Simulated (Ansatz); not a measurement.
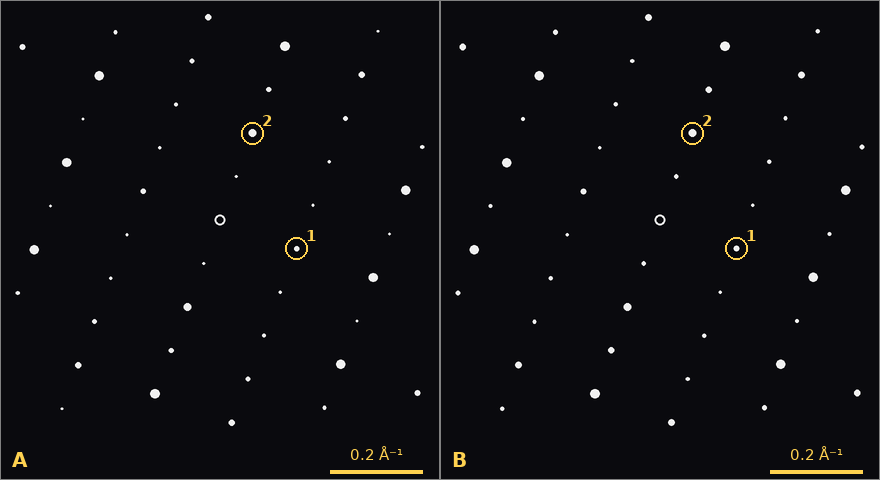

Kinematic electron diffraction patterns (200 kV, B = 0.5 Å², same scale) along [100] of the run's own cell, for the start and the end of one relaxation of MgGe6I6 with DFT, PAW plane waves, pbe in Ansatz. k mesh 6×6×4. The start is a generated model structure, and the relaxation ends in the nearest stationary point of its symmetry, not necessarily the ground state. Spot 1 is 0 -1 0 and spot 2 is 0 0 -2 in both.

Start structure:

```
Ge I Mg
1.0
     6.45061    0.00000    0.00000
    -3.22530    5.58639    0.00000
     0.00000    0.00000    9.85178
Ge I Mg
6 6 1
Cartesian
  -0.0003 3.7244 0.0000
  3.2250 1.8619 0.0000
  0.0000 0.0000 3.3349
  0.0000 0.0000 6.5169
  -0.0003 3.7244 4.9259
  3.2250 1.8619 4.9259
  -1.6127 2.7932 2.4591
  3.2253 0.0000 2.4591
  1.6127 2.7932 2.4591
  3.2253 0.0000 7.3927
  -1.6127 2.7932 7.3927
  1.6127 2.7932 7.3927
  0.0000 0.0000 0.0000
```

> Which pattern belongs to the start structure, and which to the relaxed one?

A is the start: its cell gives d(1) = 5.586 Å, d(2) = 4.926 Å and an angle of 90.0°. The spot positions hardly differ, so the intensities decide: those computed from the start structure match A, and B is the relaxed structure.

> Name reflections whose intensity changes strongly on relaxation.

0 0 3 goes from 5.5 to 15 % of the strongest spot.

> What did the relaxation do to the structure and the energy?

The cell was held fixed; with the mean shift removed, the atoms moved by up to 0.31 Å relative to the cell (Ge most); the space group stayed P6/mmm (No. 191); the free energy fell by 19 meV an atom.
